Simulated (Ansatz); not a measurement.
**Fields on a plane of BaF2 (fluorite)**

```xyz
3
Lattice="0.0000 3.1232 3.1232 3.1232 0.0000 3.1232 3.1232 3.1232 0.0000" Properties=species:S:1:pos:R:3 pbc="T T T"
Ba     0.0000     0.0000     0.0000
F      1.5616     1.5616     1.5616
F      4.6848     4.6848     4.6848
```

The slice is a {111} plane (indices of the conventional cell) through the point (0.250, 0.250, 0.250) (fractional), spanned by u = [100] and v = [-1 2 0] in vectors of this cell: u (4.42 Å) and v (7.65 Å, at 90° to u). It covers one period; positions are fractions (u, v).

Atoms on it: F at (0.00, 0.00); F at (0.50, 0.50). Other atoms lie within 1 Å of the plane.

Computed with PBE (plane waves to 420 eV, PAW, scalar-relativistic; Ansatz, a first-principles code). k mesh 9×9×9. These are valence fields of a PAW run, semicore shells included where kept as valence: close to a nucleus they are smooth pseudo fields. BaF2 was relaxed with its symmetry unable to fall.

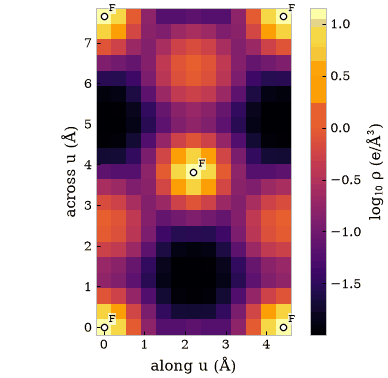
*Log₁₀ of the valence density in e/Å³, one period of the plane, atoms marked. The scale is logarithmic, as a density can span decades between atoms and voids.*

```
v \ u   0.00   0.17   0.33   0.50   0.67   0.83
-----  -----  -----  -----  -----  -----  -----
0.90       x    5.2  <-2.0  <-2.0  <-2.0    4.9
0.75     6.0    4.4   -1.7  <-2.0   -1.7    4.4
0.60     5.7    6.1    6.4      x    6.1    6.1
0.45   <-2.0    1.4      x      x      x    1.4
0.30       x  <-2.0    4.0    6.3    4.0  <-2.0
0.15     4.4    5.0    5.8    6.1    5.8    5.1
0.00       x      x    4.3    2.1    4.3      x
```

Values: electrostatic potential energy of an electron, from the cell's mean, in eV. Points within 1 Å of a nucleus are blanked (x), as the pseudised field means little there. Values under -2 eV are set to -2. The zero, the cell's mean, hangs on the PAW cores.
